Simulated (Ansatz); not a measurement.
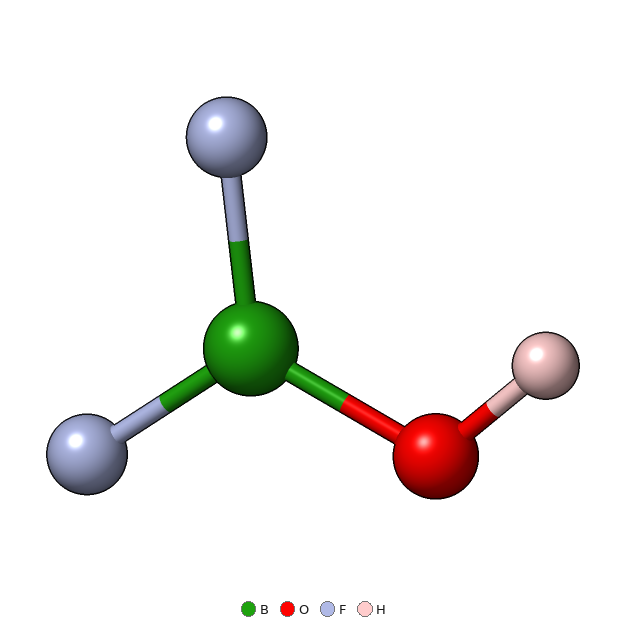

Rendered structure (ball-and-stick style). Every bond is drawn as one stick, whatever its order.

Which formula does it have?

BF₂HO, 5 atoms: 1 boron, 2 fluorine, 1 hydrogen and 1 oxygen.

Which point group does it belong to?

Cs.

How many bonds of each kind are drawn?

2 B–F, 1 B–O, 1 O–H. Sticks follow a distance rule.

More results for the same structure follow; atom numbers are the same in all pictures, views and colours differ. Computed geometry: PBE0-D4/def2-TZVP optimisation.

**Shape**

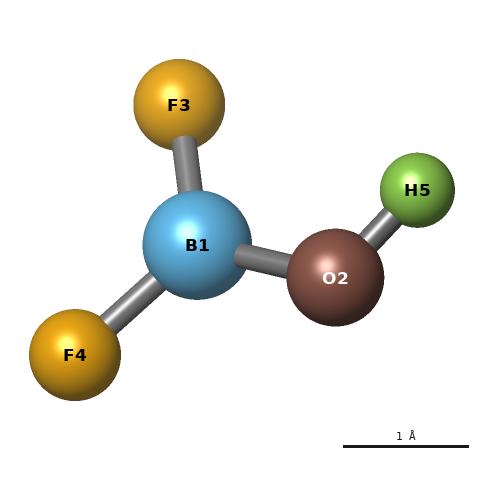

Numbered structure.

List the bonds and their lengths.

```
 bond  length (Å)
B1–O2       1.345
B1–F3       1.327
B1–F4       1.317
O2–H5       0.960
```

**Thermal motion**

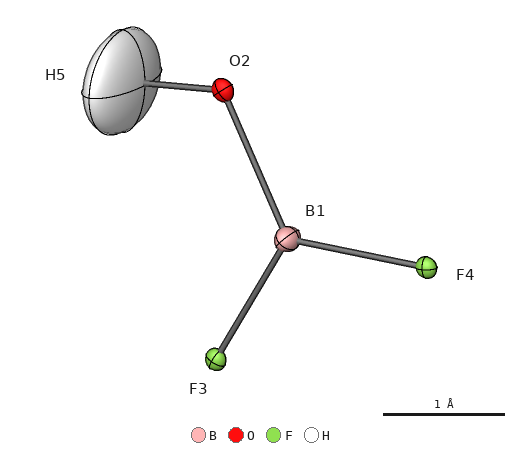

Displacement ellipsoids at the 50 % level, enlarged 2 times, from the internal vibrations of the free molecule (harmonic, no overall translation or rotation; no half-axis is drawn under 0.075 Å). Vibrations computed with RKS PBE0-D4/def2-TZVP (Ansatz 0.2.0). Temperature: 298 K.

List U_eq and the three principal root-mean-square amplitudes for each kind of atom.

```json
{"atom": "B1", "U_eq (Å²)": "0.0015", "rms amplitudes (Å)": "0.034, 0.035, 0.045"}
{"atom": "O2", "U_eq (Å²)": "0.00079", "rms amplitudes (Å)": "0.016, 0.032, 0.033"}
{"atom": "F3", "U_eq (Å²)": "0.00065", "rms amplitudes (Å)": "0.009, 0.030, 0.031"}
{"atom": "F4", "U_eq (Å²)": "0.00065", "rms amplitudes (Å)": "0.010, 0.030, 0.031"}
{"atom": "H5", "U_eq (Å²)": "0.0192", "rms amplitudes (Å)": "0.070, 0.143, 0.180"}
```

**Dipole moment**

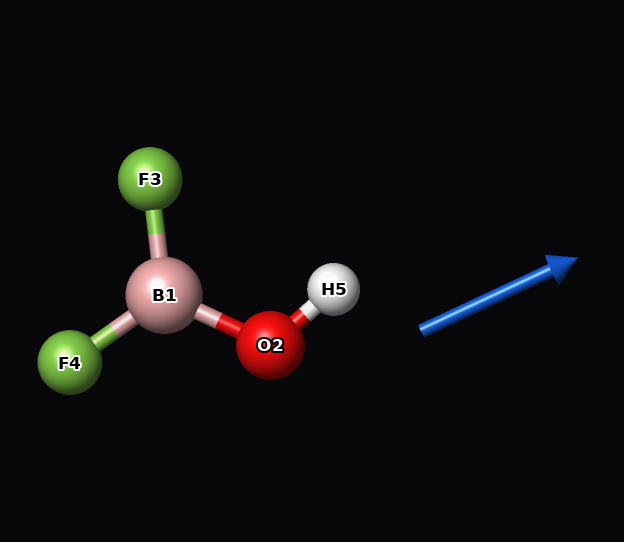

The arrow beside the molecule shows the direction of the dipole moment, from the negative to the positive end (its length means nothing). Method: RKS PBE0-D4/def2-TZVP (Ansatz 0.2.0).

How large is the dipole moment?

2.01 D; it points from the side of F4 to the side of H5 (the outermost atoms at the two ends).

**Electronic properties**

Method: RKS PBE0-D4/def2-TZVPP (Ansatz 0.2.0).

Give the LUMO energy (Kohn–Sham orbital) at this level.

0.34 eV.

What is the HOMO energy (Kohn–Sham orbital)?

−10.74 eV.

**Vibrations**

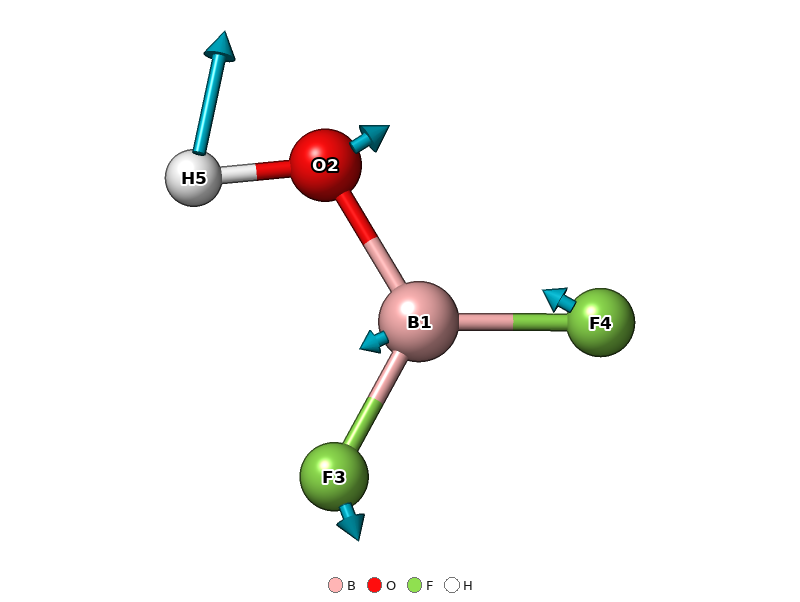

The arrows show one normal mode. Harmonic vibrations computed with RKS PBE0-D4/def2-TZVP (Ansatz 0.2.0) at a stationary point of the same level.

What kind of motion is it?

Mostly F–B–O bending.

Estimate its harmonic wavenumber.

443 cm⁻¹; it is mode 1 of 9 counted from the lowest.
